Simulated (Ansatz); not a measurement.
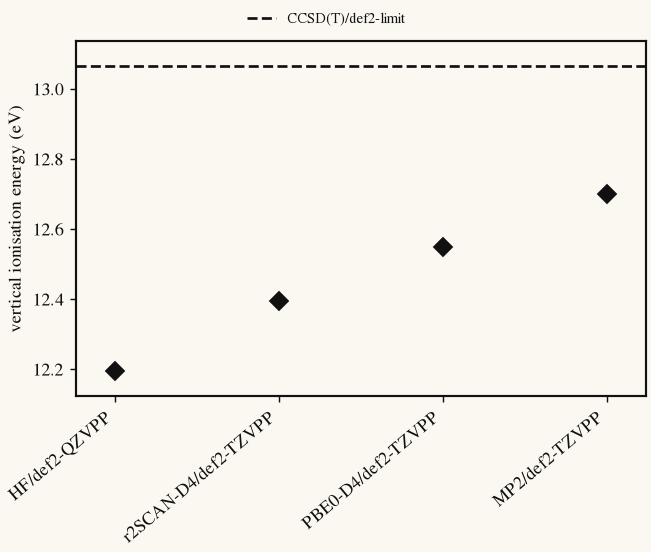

Vertical ionisation energy of AsF₃, SMILES F[As](F)F, taken as the energy of the cation less that of the neutral at fixed geometry (unrestricted doublet cation, cores frozen in correlated methods, no spin-orbit coupling), the Ansatz code 0.2.0, at a PBE0-D4/def2-TZVP geometry (a minimum by its frequencies). Limit means an estimate of the basis limit from triple and quadruple zeta; for coupled cluster it is either extrapolated directly or built as the MP2 limit plus the step from MP2 in triple zeta. The distance of MP2/def2-TZVPP to the limit includes basis error.

Which level comes closest to the line (CCSD(T)/def2-limit), and which misses most?

Answer. Closest MP2/def2-TZVPP (12.70 eV), against 13.06 eV; farthest HF/def2-QZVPP (12.19 eV).

What range do the values span, the line included?

Answer. From 12.19 eV (HF/def2-QZVPP) to 13.06 eV (CCSD(T)/def2-limit).

Caveats, for all or some of the runs: no scalar relativity up to krypton; outer-core shells are correlated without core-valence functions, which makes the correlated values less sure.
